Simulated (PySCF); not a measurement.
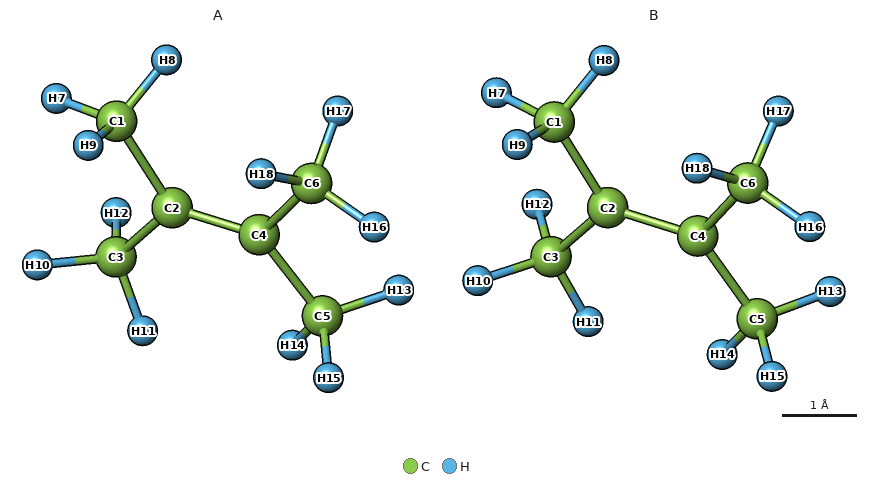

Two geometries of C6H12, drawn at one scale. One is the start of a relaxation, the other its converged end. The picture is a ball-and-stick view, seen from a free direction.

Computed with PBE0-D3(BJ)/def2-SVP geometry optimisation, gas phase in PySCF. 

Q: Which of the two is the end point?

A: Structure B is the relaxed one. The start comes from GFN2-xTB. Its atoms were then displaced at random by about 0.01 Å. The largest move after the best rigid fit is that of H11, 0.28 Å. Largest moves by element: H 0.28 Å, C 0.05 Å. Near-neighbour distances that change, for instance: C2–C4 1.294 → 1.349 Å, C1–C2 1.537 → 1.508 Å, C1–H7 1.082 → 1.100 Å, C4–C6 1.525 → 1.509 Å. Among the angles between lasting bonds that change: H7–C1–H9 110.2° → 106.8°, C2–C1–H8 109.4° → 112.6°, C5–C4–C6 111.2° → 114.3°. After 8 geometry steps the energy has fallen by 19.5 kJ/mol.
